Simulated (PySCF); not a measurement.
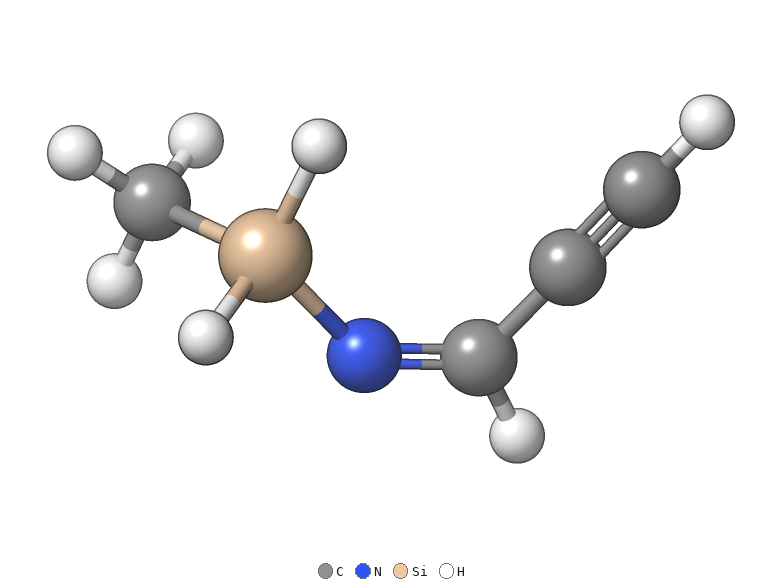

A ball-and-stick model of a molecule. Double and triple bonds are drawn as two and three sticks.

The computed structure is the end point of a GFN2-xTB optimisation. No frequency run is at hand to confirm it as a minimum.

**Which formula does it have?**

C₄H₇NSi, 13 atoms: 4 carbon, 7 hydrogen, 1 nitrogen and 1 silicon.

**Describe its rings.**

It has no ring.

**What is the point group of this geometry?**

C1.

More results for the same structure follow; atom numbers are the same in all pictures, views and colours differ.

### Geometry

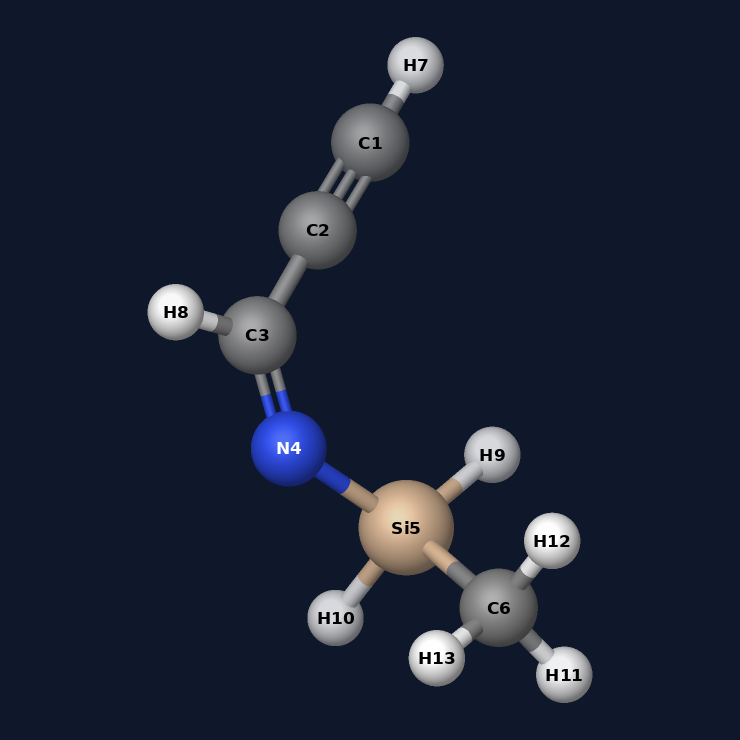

The atoms are numbered. No frequency run is at hand to confirm it as a minimum.

List the bonds and their lengths.

```
   bond  length (Å)   order
  C1–C2       1.202  triple
  C1–H7       1.051  single
  C2–C3       1.418  single
  C3–N4       1.256  double
  C3–H8       1.094  single
 N4–Si5       1.719  single
 Si5–C6       1.897  single
 Si5–H9       1.471  single
Si5–H10       1.465  single
 C6–H11       1.085  single
 C6–H12       1.086  single
 C6–H13       1.085  single
```

### Dipole moment

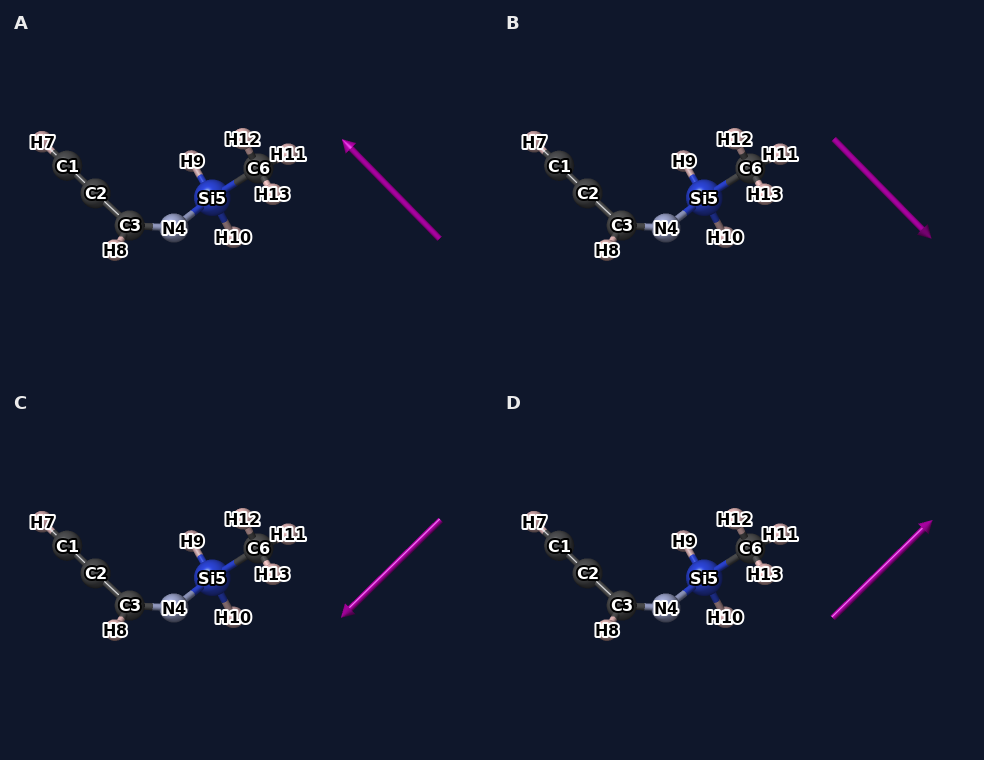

The same molecule four times, each with an arrow. No frequency run is at hand to confirm it as a minimum. Level of theory: PBE0/def2-SVPD, gas phase (PySCF 2.14.0).

**Which arrow points along the dipole moment, from the negative to the positive end?**

A. The dipole moment is 1.58 D; it points from the side of H10, H13 to the side of H7 (the outermost atoms at the two ends).

### Excitation

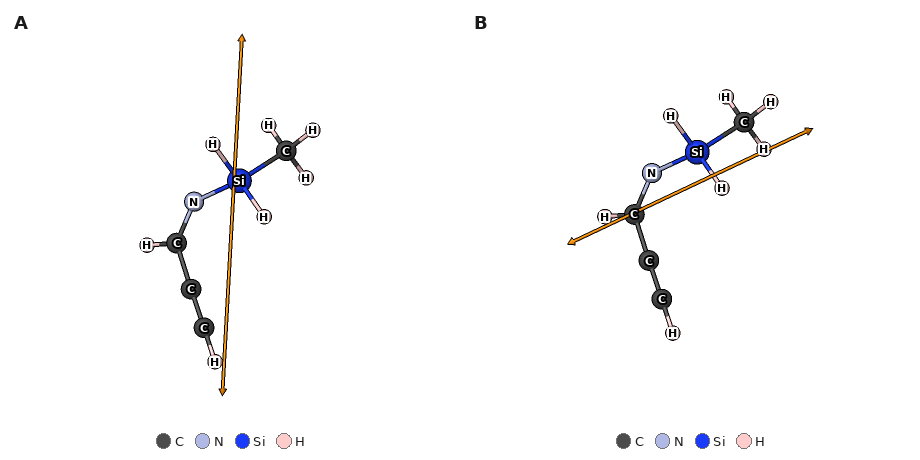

The double arrows show the directions of two transition dipoles from the ground state (lengths mean nothing). No frequency run is at hand to confirm it as a minimum. Properties computed with TDDFT PBE0/def2-SVPD, vertical, gas phase, core orbitals frozen in the response (PySCF 2.14.0).

**One belongs to singlet state 4 and one to singlet state 5. Which is which?**

A: state 5, 6.41 eV (193 nm), oscillator strength 0.030, mainly HOMO → LUMO+1 (weight 0.84).
B: state 4, 6.26 eV (198 nm), oscillator strength 0.016, mainly HOMO−3 → LUMO (weight 0.87).

### Charges

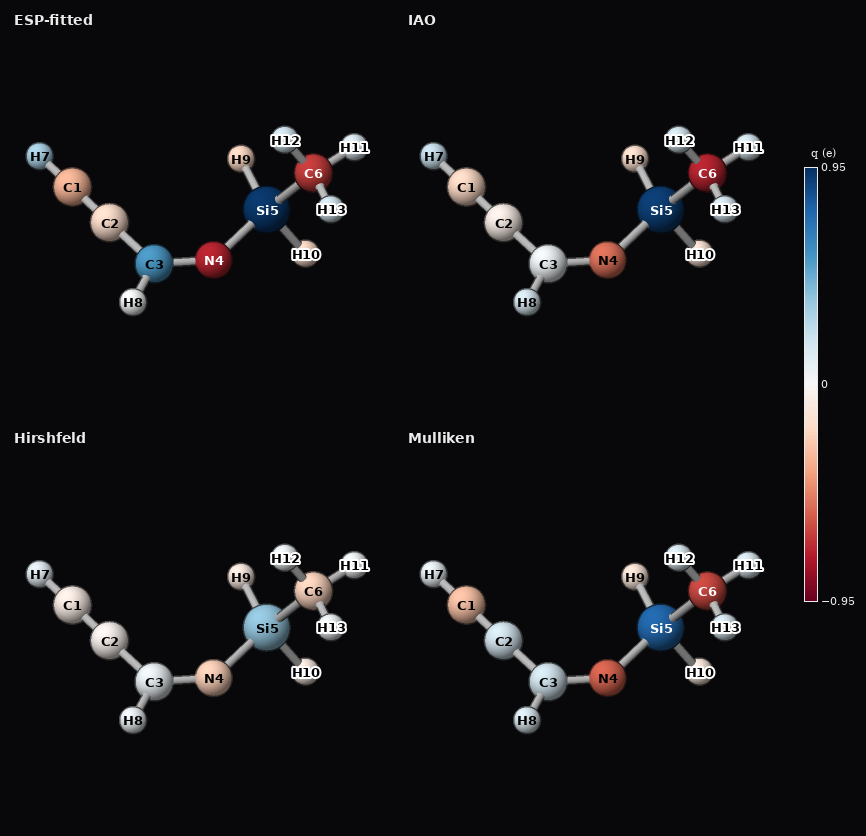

Atomic charges of one calculation by 4 schemes, on one colour scale. No frequency run is at hand to confirm it as a minimum. Level of theory: PBE0/pcSseg-1 (PySCF 2.14.0).

**Which scheme gives the most polar picture (largest mean size of the charges)?**

The ESP-fitted charges are the largest in size here, and the Hirshfeld charges the smallest.

**On which atom do the schemes disagree most?**

On Si5 (from 0.37 to 0.92 e).

List the charges (e), one line for each set of equivalent atoms.

```json
{"atom": "C1", "ESP-fitted": "−0.31", "IAO": "−0.19", "Hirshfeld": "−0.07", "Mulliken": "−0.28"}
{"atom": "C2", "ESP-fitted": "−0.17", "IAO": "−0.06", "Hirshfeld": "−0.04", "Mulliken": "0.16"}
{"atom": "C3", "ESP-fitted": "0.55", "IAO": "0.04", "Hirshfeld": "0.07", "Mulliken": "0.17"}
{"atom": "N4", "ESP-fitted": "−0.72", "IAO": "−0.52", "Hirshfeld": "−0.22", "Mulliken": "−0.55"}
{"atom": "Si5", "ESP-fitted": "0.92", "IAO": "0.90", "Hirshfeld": "0.37", "Mulliken": "0.75"}
{"atom": "C6", "ESP-fitted": "−0.66", "IAO": "−0.72", "Hirshfeld": "−0.21", "Mulliken": "−0.62"}
{"atom": "H7", "ESP-fitted": "0.30", "IAO": "0.21", "Hirshfeld": "0.10", "Mulliken": "0.06"}
{"atom": "H8", "ESP-fitted": "0.01", "IAO": "0.15", "Hirshfeld": "0.06", "Mulliken": "0.13"}
{"atom": "H9", "ESP-fitted": "−0.20", "IAO": "−0.16", "Hirshfeld": "−0.09", "Mulliken": "−0.12"}
{"atom": "H10", "ESP-fitted": "−0.18", "IAO": "−0.13", "Hirshfeld": "−0.08", "Mulliken": "−0.10"}
{"atom": "H11", "ESP-fitted": "0.13", "IAO": "0.16", "Hirshfeld": "0.04", "Mulliken": "0.13"}
{"atom": "H12", "ESP-fitted": "0.17", "IAO": "0.16", "Hirshfeld": "0.04", "Mulliken": "0.14"}
{"atom": "H13", "ESP-fitted": "0.16", "IAO": "0.16", "Hirshfeld": "0.04", "Mulliken": "0.14"}
```

### Polarisability

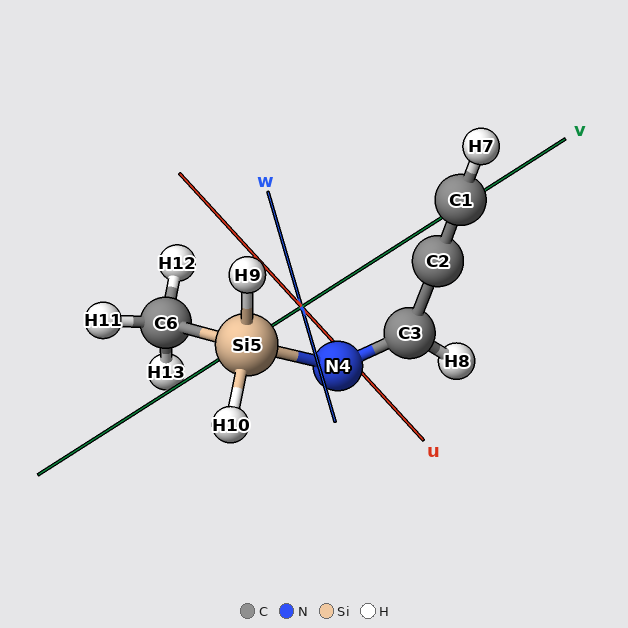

The lines u, v and w are the principal axes of the static dipole polarisability. No frequency run is at hand to confirm it as a minimum. Computed with PBE0/def2-SVPD (PySCF 2.14.0).

**Along which axis is the molecule most polarisable, and along which least?**

Most along v (close to the long direction C1···C6), least along w.

**Give the three principal values.**

u 74.6, v 111.1, w 63.0 bohr³; mean 82.9, anisotropy 43.5 bohr³.

Mulliken values depend strongly on the basis set and can even reverse the polarity of a bond. The geometry is semi-empirical. Around Si such bond lengths and angles can be off by a tenth of an ångström or more and by several degrees, and values that hang on the shape move with them.
